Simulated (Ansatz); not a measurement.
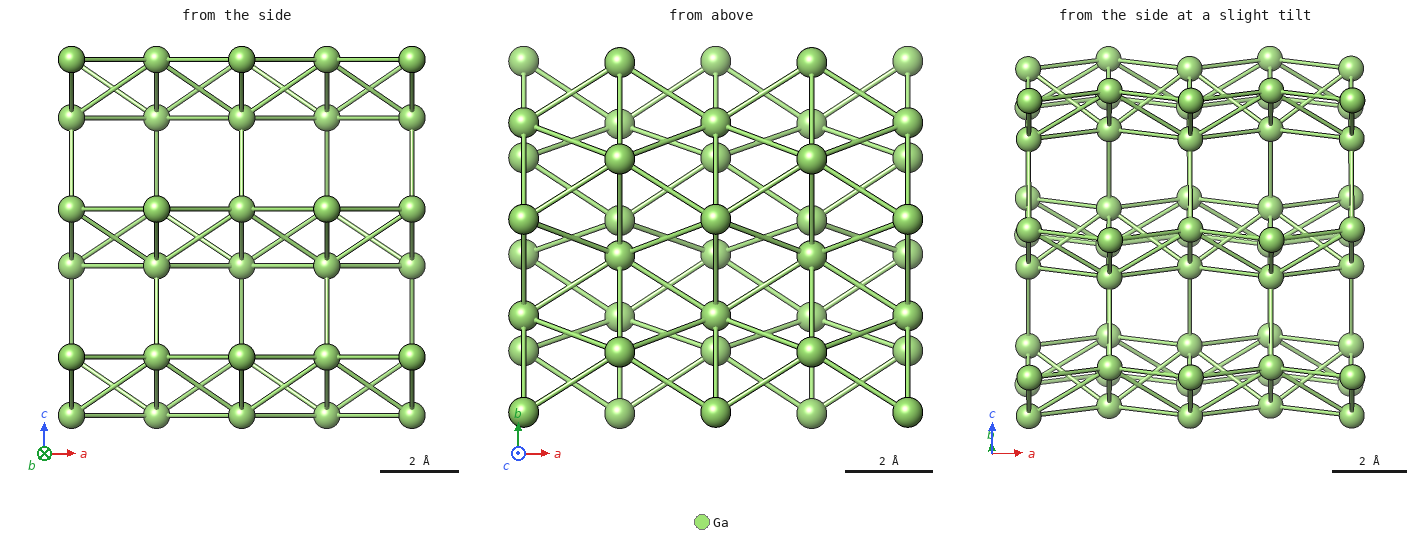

A ball-and-stick picture of a periodic slab, seen from the side, from above and from the side at a slight tilt. The surface normal points up in side views; the vacuum is left out. 2×2 cells are drawn in the plane, with atoms at the edges repeated.

The cell holds 12 Ga. The slab was cut from bulk Ga (Cmce).

### How thick is it?

About 9 Å from the lowest to the highest atom.

### What is the order of the atomic planes, starting from the top?

Six planes: Ga / Ga / Ga / Ga / Ga / Ga.

### Which crystal face is exposed?

(0 1 0).

Results below were computed with DFT LDA, scalar-relativistic, plane waves, PAW (Ansatz); the settings were an energy cutoff of 420 eV, k-grid 8×8×1, Gaussian smearing of 0.1 eV, no spin polarisation.

### What work functions does the calculation give?

4.75 eV on both faces.

The model was built from a structure listed in the Materials Project, from which a slab was cut. The atoms were relaxed in a fixed cell with Ansatz, DFT LDA, scalar-relativistic, plane waves, PAW.
